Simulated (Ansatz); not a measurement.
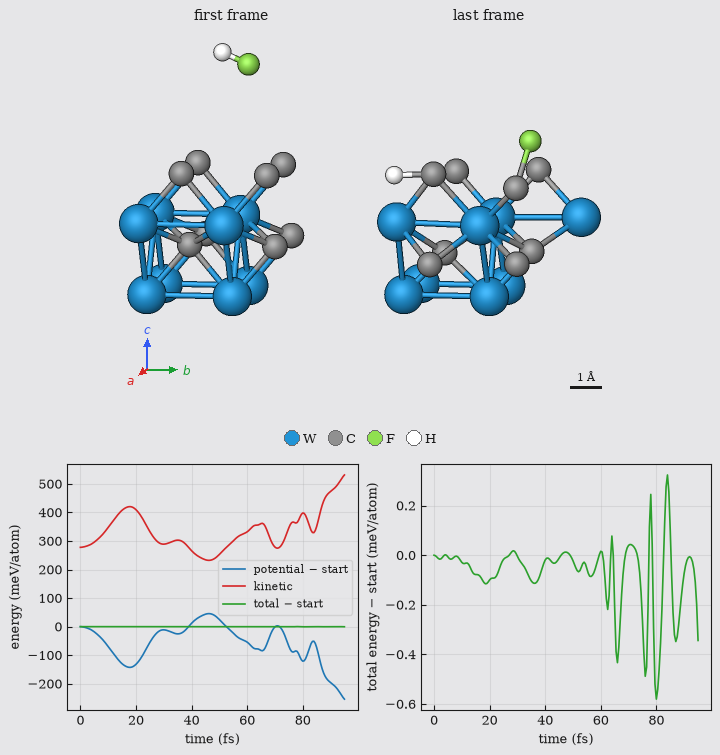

Molecular dynamics of HF on WC(100) (18 atoms in the cell), 95 fs long. A ball-and-stick model of the simulation cell, with the vacuum cut short, seen slightly off an axis. Bonds to atoms that aren't drawn are left out.

These are results of Ansatz, DFT r2SCAN-D3(BJ), scalar-relativistic, plane waves, PAW, not measurements. Run with plane-wave cutoff 500 eV; k-point mesh 3 × 3 × 1; Fermi-Dirac smearing 0.15 eV; low-accuracy preset; 4 atoms held fixed; constant energy (NVE); time step 0.5 fs; at the start 2 atoms move with typed velocities and the others are at rest.

Is this trajectory numerically sound?

The total energy stays between −0.58 and 0.32 meV per atom of its start. A straight-line fit has a slope that amounts to −0.12 meV per atom over 95 fs (under 0.1 % of the mean kinetic energy), its mean offset in the second half is under 0.1 %, and the ripple about the line is 0.2 % of the kinetic energy's fluctuation. With a drift under 2 % and a ripple under 7 %, the integration is accurate. The mean temperature in the second half is 3506 K (standard deviation 725 K). The potential energy is still drifting at the end, so the run hasn't reached equilibrium. The potential energy in the second half lies on average 74.8 meV per atom below the first frame.

Limits of the set-up: the k-point mesh is coarse for a cell with partly filled bands; the program's low-accuracy preset was used; the periodic images lie only 5.7 Å apart, so the values are limited by the cell's size.

The run took 36 min on 4 threads of Arm Neoverse V2 (shared host), peak memory 2.4 GiB.

PAW datasets: the set soft_1.
